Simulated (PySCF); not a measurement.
System (SMILES): [Si-]#[O+] (O-Si).
Geometry (B3LYP-D3(BJ)/def2-TZVP, fixed):
```
Si
O 1 1.5131
```
Charge 0, spin multiplicity 1.

Basis-set convergence of the mean static polarisability at PBE with PySCF. All functions are spherical. Density fitting with generated auxiliary sets. No added dispersion term, no relativity. Reference: the value in aug-cc-pV(5+d)Z, 30.91 bohr³, itself unsure by roughly 0.3 % (its mean distance from aug-pcseg-3, aug-cc-pV(Q+d)Z, aug-pcseg-2). Deviations are taken from unrounded values.

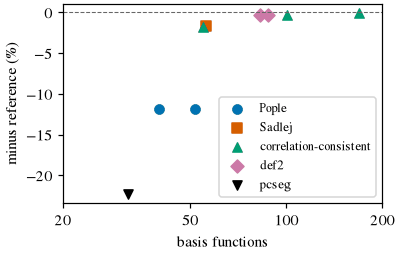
*Deviation from the reference against the number of basis functions, by family of sets.*

| basis | functions | mean static polarisability (bohr³) | minus reference (%) |
|---|---|---|---|
| pcseg-1 | 32 | 24.02 | -22.3 |
| 6-31+G* | 40 | 27.25 | -11.8 |
| 6-311+G** | 52 | 27.23 | -11.9 |
| aug-cc-pV(D+d)Z | 55 | 30.35 | -1.8 |
| Sadlej pVTZ | 56 | 30.41 | -1.6 |
| def2-TZVPD | 83 | 30.82 | -0.3 |
| def2-TZVPPD | 88 | 30.83 | -0.3 |
| aug-cc-pV(T+d)Z | 101 | 30.83 | -0.3 |
| aug-cc-pV(Q+d)Z | 169 | 30.88 | -0.1 |
